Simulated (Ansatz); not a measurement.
# TiAl: stress in a strained cell

TiAl is deformed so: equal xx and yy strain of -1 %. What stress and forces result, by LAPW, PAW and all-electron datasets made for the crystal?

Method: DFT PBEsol, scalar-relativistic, in Ansatz 0.2.0.

### Step 1. Starting point

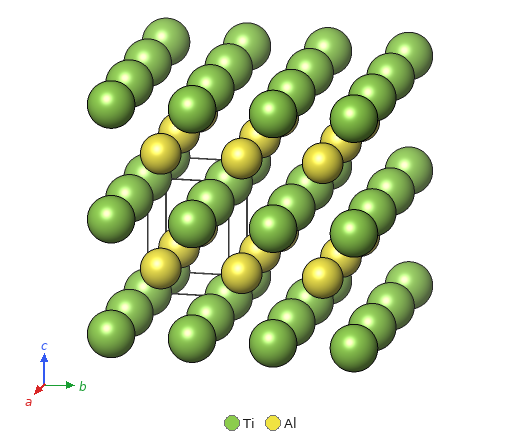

The starting structure, seen slightly off an axis (titanium green, aluminium yellow). 3×3×2 cells are drawn. Atoms on the faces are drawn again on the opposite ones.

As a file:

```
Ti Al
1.0
     2.83730    0.00000    0.00000
     0.00000    2.83730    0.00000
     0.00000    0.00000    4.05910
Ti Al
1 1
Direct
  0.00000 0.00000 0.00000
  0.50000 0.50000 0.50000
```

Atoms are numbered in the order of the input: Ti1, Al2.

### Step 2. After the deformation

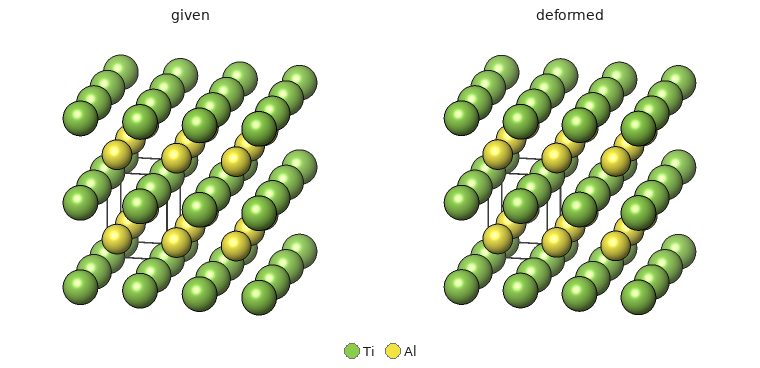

Given and deformed, at one scale.

Space group P4/mmm before, P4/mmm after.

### Step 3. LAPW, all electrons

Input file input.yaml:

```yaml
crystal:
  lattice:
    - [2.808927, 0.0, 0.0]
    - [0.0, 2.808927, 0.0]
    - [0.0, 0.0, 4.0591]
  atoms:
    - { symbol: Ti, position: [0.0, 0.0, 0.0] }
    - { symbol: Al, position: [0.5, 0.5, 0.5] }
kpoints:
  mp_grid: { grid: [12, 12, 8] }
  band_path:
    path:
      - [0.0, 0.0, 0.0]
      - [0.0, 0.5, 0.0]
      - [0.5, 0.5, 0.0]
      - [0.0, 0.0, 0.0]
      - [0.0, 0.0, 0.5]
      - [0.0, 0.5, 0.5]
      - [0.5, 0.5, 0.5]
      - [0.0, 0.0, 0.5]
      - [0.0, 0.5, 0.0]
    npoints: 5
scf:
  occupations: { method: fermi_dirac, width: 0.05 }
hamiltonian:
  xc: pbesol
  pseudopotentials: { kind: all_electron, lapw: { basis_error: 0.001 } }
output:
  forces: true
  stress: true
  eigenvalues: true
```

Run with:

```
$ ansatz run input.yaml --threads 1 --pin off --max-ram 3072MiB --backend cpu --events-out ev --progress --plain --runs-dir out
```

What it wrote, shortened:

```text
LAPW: plane waves up to 7.840 Å⁻¹, error target 1.0e-3 eV per atom; small_component_spin mean_spin; Al in spheres of 1.404 Å, 11 of its electrons in bands, Dirac shells []; Ti in spheres of 1.404 Å, 12 of its electrons in bands, Dirac shells []
[...]
Pseudopotentials: kind: all_electron
Pseudopotential: Ti, LAPW, valence charge 12, Koelling and Harmon's equation, gaussian nucleus
Pseudopotential: Al, LAPW, valence charge 11, Koelling and Harmon's equation, gaussian nucleus
Functional definition: PBEsol
[...]
Crystal: 2 atoms, lattice volume = 32.027 Å³
Basis set: ecut = 234.19645781804712 eV, 255 PW (Γ), exchange–correlation at level 2
Bands: 16, of which v1, the nominal top of the filled ones, is band 12 counted from 1 (11 counted from 0)
Symmetry: 16 space group operations
Space group: P4/mmm (ITA 123), of the structure as read, at distance tolerance 3.2e-5 Å
k-points: 140 of 1152
[...]
SCF iter   1: F=—  HF=-29803.175481 eV  |F-HF|=—  |Δ(HF+E_count)|=         —  Δρ=2.09e-2  dr2=1.76e-1  ethr=7.64e-4  ⟨swp⟩=2.8  Hψ=15947  notcnv=0
[...]
the basis was enlarged: its passes take 253.3 KiB over the memory plan, 1 of 1 planned eigensolver slots
[...]
SCF iter   7: F=-29802.981243 eV  HF=-29802.981243 eV  |F-HF|=5.71e-8  |Δ(HF+E_count)|=   2.08e-7  Δρ=1.03e-5  dr2=6.85e-8  ethr=1.59e-9  ⟨swp⟩=2.9  Hψ=6626  notcnv=0
[...]
NSCF: frozen V_eff on 41 k-points
SCF converged after 7 iterations
Free energy (F): -29802.981243 eV
[...]
E sigma→0 (E₀):  -29802.974308 eV
Entropy (-TS):   -0.013869 eV (-6.934 meV/atom)
Fermi energy:    12.222561 eV
[...]
--- Forces (eV/Å), atoms counted from 1 ---
  atom   1  Ti     0.00000000     0.00000000     0.00000000
  atom   2  Al    -0.00000000    -0.00000000     0.00000000
[...]
--- Stress (GPa, compression-positive) ---
       -1.655296       0.000000       0.000000
        0.000000      -1.655296       0.000000
        0.000000       0.000000      -2.039491
  P = ⅓ Tr σ = -1.7834 GPa (-17.834 kbar)
--- Band table (eV; the first three rows and the last of 140) ---
  k-point 0: bands = ["-89.7811", "-51.4615", "-51.4615", "-51.4270", "-44.1094", "-20.6135", "-20.1643", "-20.1643", "3.1529", "10.3209", "11.3736", "11.8722", "14.4335", "14.4335", "15.5773", "18.4852"]
[...]
```

Wall time 30 s (1 thread of Arm Neoverse N1, shared host); peak memory 0.43 GiB.

In short: pressure -1.78 GPa; no gap.

### Step 4. PAW on the default files

Input file input.yaml:

```yaml
crystal:
  lattice:
    - [2.808927, 0.0, 0.0]
    - [0.0, 2.808927, 0.0]
    - [0.0, 0.0, 4.0591]
  atoms:
    - { symbol: Ti, position: [0.0, 0.0, 0.0] }
    - { symbol: Al, position: [0.5, 0.5, 0.5] }
kpoints:
  mp_grid: { grid: [12, 12, 8] }
scf:
  occupations: { method: fermi_dirac, width: 0.05 }
hamiltonian:
  xc: pbesol
  pseudopotentials: { kind: paw }
output:
  forces: true
  stress: true
  eigenvalues: true
  efg: { contact_densities: true }
```

Run with:

```
$ ansatz run input.yaml --threads 1 --pin off --max-ram 3072MiB --backend cpu --events-out ev --progress --plain --runs-dir out
```

What it wrote, shortened:

```text
[...]
Pseudopotentials: kind: paw
Pseudopotential: Ti, paw, valence charge 12, recommended cutoff 420 eV (normal)
Pseudopotential: Al, paw, valence charge 3, recommended cutoff 420 eV (normal)
[... 1 set-up line as earlier in the session ...]
[...]
Crystal: 2 atoms, lattice volume = 32.027 Å³
Basis set: ecut = 420 eV, 649 PW (Γ), exchange–correlation on 40×40×60 points (8 copies of the dense FFT grid, shifted against one another)
Bands: 12, of which v1, the nominal top of the filled ones, is band 8 counted from 1 (7 counted from 0)
[... 2 set-up lines as earlier in the session ...]
k-points: 140 of 1152
[...]
SCF iter   1: F=—  HF=-2999.274232 eV  |F-HF|=—  |Δ(HF+E_count)|=         —  Δρ=4.36e-3  dr2=4.05e-3  ethr=1.77e-3  ⟨swp⟩=5.0  Hψ=8554  notcnv=0
[...]
Fermi energy:    11.034948 eV
[...]
--- Forces (eV/Å), atoms counted from 1 ---
  atom   1  Ti    -0.00000000     0.00000000     0.00000000
  atom   2  Al     0.00000000    -0.00000000    -0.00000000
[...]
--- Stress (GPa, compression-positive) ---
       -1.612334       0.000000       0.000000
        0.000000      -1.612334       0.000000
        0.000000       0.000000      -2.003816
  P = ⅓ Tr σ = -1.7428 GPa (-17.428 kbar)
--- PAW observables at the nuclei: V_zz in 10²¹ V/m², potentials from the cell's mean, atoms counted from 1 ---
  atom   1  Ti V_zz =    +2.495094   η = 0.0000   by run symmetry: allowed
            electrostatic potential = -2529.611055 V   contact ρ = 56639.616757 e/Å³
  atom   2  Al V_zz =    -2.314551   η = 0.0000   by run symmetry: allowed
            electrostatic potential = -1233.274999 V   contact ρ = 10043.238271 e/Å³
--- Band table (eV; the first three rows and the last of 140) ---
  k-point 0: bands = ["-45.2968", "-21.8012", "-21.3499", "-21.3499", "1.9694", "9.1323", "10.1867", "10.6877", "13.2450", "13.2450", "14.3909", "17.2926"]
[...]
```

Wall time 6.4 s (1 thread of Arm Neoverse N1, shared host); peak memory 0.36 GiB.

This run gives: pressure -1.74 GPa; no gap; Vzz Ti1 2.50 (η = 0.00), Al2 -2.31 (η = 0.00) (10²¹ V/m²).

### Step 5. All-electron PAW on datasets made for the crystal

input.yaml: that of step 4 with these lines changed.

```diff
@@ -14,3 +14,3 @@
   xc: pbesol
-  pseudopotentials: { kind: paw }
+  pseudopotentials: { kind: all_electron, datasets: crystal }
 output:
```

Run with:

```
$ ansatz run input.yaml --threads 1 --pin off --max-ram 3072MiB --backend cpu --events-out ev --progress --plain --runs-dir out
```

What it wrote, shortened:

```text
[...]
[... 1 set-up line as earlier in the session ...]
Pseudopotential: Ti, paw, valence charge 12, recommended cutoff 220 eV (normal), Koelling and Harmon's equation, gaussian nucleus
Pseudopotential: Al, paw, valence charge 3, recommended cutoff 220 eV (normal), Koelling and Harmon's equation, gaussian nucleus
[... 1 set-up line as earlier in the session ...]
[...]
Crystal: 2 atoms, lattice volume = 32.027 Å³
Basis set: ecut = 220 eV, 229 PW (Γ), exchange–correlation on 30×30×40 points (8 copies of the dense FFT grid, shifted against one another)
Bands: 8, of which v1, the nominal top of the filled ones, is band 4 counted from 1 (3 counted from 0)
[... 2 set-up lines as earlier in the session ...]
k-points: 140 of 1152
[...]
--- Forces (eV/Å), atoms counted from 1 ---
  atom   1  Ti    -0.00000000     0.00000000     0.00000000
  atom   2  Al     0.00000000    -0.00000000     0.00000000
[...]
--- Stress (GPa, compression-positive) ---
       -1.654326       0.000000       0.000000
        0.000000      -1.654326       0.000000
        0.000000       0.000000      -2.038420
  P = ⅓ Tr σ = -1.7824 GPa (-17.824 kbar)
  It holds what live shells' own plane waves past their cutoff add
--- PAW observables at the nuclei: V_zz in 10²¹ V/m², potentials from the cell's mean, atoms counted from 1 ---
  atom   1  Ti V_zz =    +2.612988   η = 0.0000   by run symmetry: allowed
            electrostatic potential = -2528.198206 V   contact ρ = 56686.519991 e/Å³
  atom   2  Al V_zz =    -2.340958   η = 0.0000   by run symmetry: allowed
            electrostatic potential = -1231.696138 V   contact ρ = 10049.317625 e/Å³
--- Band table (eV; the first three rows and the last of 140) ---
  k-point 0: bands = ["3.1530", "10.3208", "11.3734", "11.8722", "14.4333", "14.4333", "15.5770"]
[...]
```

Run time: 12 s. Hardware: 1 thread of Arm Neoverse N1, shared host; peak memory 0.42 GiB.

This run gives: pressure -1.78 GPa; no gap; Vzz Ti1 2.61 (η = 0.00), Al2 -2.34 (η = 0.00) (10²¹ V/m²).

### Step 6. Side by side

Stress (GPa, compression positive):

```
          method     xx     yy     zz    yz    xz    xy
            LAPW  -1.66  -1.66  -2.04  0.00  0.00  0.00
             PAW  -1.61  -1.61  -2.00  0.00  0.00  0.00
crystal datasets  -1.65  -1.65  -2.04  0.00  0.00  0.00
```

| method | pressure (GPa) | Vzz Ti1 (10²¹ V/m²) | Vzz Al2 (10²¹ V/m²) | SCF cycles, all passes |
| --- | --- | --- | --- | --- |
| LAPW | -1.78 | – | – | 7 |
| PAW | -1.74 | 2.50 | -2.31 | 6 |
| crystal datasets | -1.78 | 2.61 | -2.34 | 9 |

### Step 7. Outcome

```
                                 quantity                                              value
                                 pressure  LAPW -1.78, PAW -1.74, crystal datasets -1.78 GPa
largest shear or deviatoric stress (LAPW)                                           0.26 GPa
```

What this shows: The largest part of the stress beyond the pressure is 0.26 GPa in size, in the zz component; the atoms are carried along and not relaxed. No run of the undeformed cell stands beside it, so the pressure holds what the given cell had before the change. PAW: stress within 0.04 GPa of LAPW. Crystal datasets: stress within 0.01 GPa of LAPW.
